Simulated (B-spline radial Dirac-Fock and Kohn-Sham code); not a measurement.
The gold atom ([Xe] 4f14 5d10 6s1). Computed with a B-spline radial code: independent-particle rates on relativistic LDA orbitals of the hole state (multipoles to L = 3), energies from Dirac–Fock ΔSCF. Widths ruled by Coster–Kronig decay come out up to twice the measured ones in this model.

Before looking at the plot, say what to expect. Its caption: X-ray emission lines that fill an N1 (4s) hole, broadened by a Lorentzian of 22 eV full width.

The strongest line is N1-N3 at 216.9 eV with 51.5 % of the photons, then N1-O2 at 693.1 eV (31 %), N1-O3 at 709.3 eV (13 %), N1-N2 at 119.3 eV (4.1 %), N1-N5 at 430.2 eV (0.058 %). The hole has a width of 14.8 eV and a fluorescence yield of 1.09 × 10⁻⁴.

Here it is:

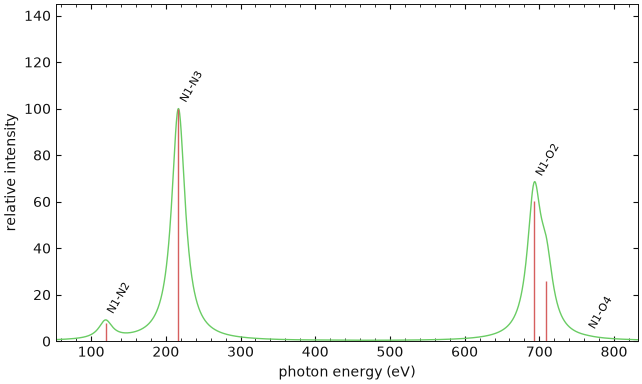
